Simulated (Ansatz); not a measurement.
```csv
atom,x (Å),y (Å),z (Å)
C,-1.4804,1.2349,1.6670
C,-0.4480,0.5846,1.6212
O,0.6382,-0.0982,1.5401
Sn,0.9870,-1.0111,-0.2894
N,0.7574,0.3636,-1.7533
H,-2.3790,1.8075,1.7805
H,2.6117,-1.4863,-0.1331
H,-0.2305,-2.1939,-0.4186
H,1.4093,1.1454,-1.6811
H,-0.1857,0.7548,-1.7766
```

Core potentials replace the inner electrons of Sn.

All numbers below come from RKS r2SCAN-D4/def2-SVP (Ansatz).

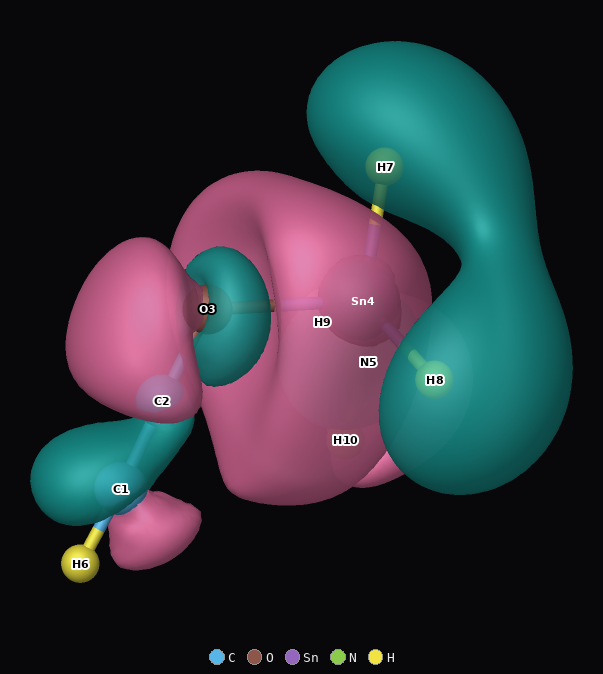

C$_{2}$H$_{5}$NOSn (SMILES C#C[O][SnH2][NH2]). The LUMO at ±0.05 Å⁻³ᐟ² (teal and pink are the two phases), seen at an oblique angle.

What is the character of this orbital?

Its weight (Hirshfeld) is mainly on Sn4 (about 45 %), O3 (about 15 %), N5 (about 10 %), H8 (about 10 %) and H7 (about 10 %). Its energy is −1.24 eV.
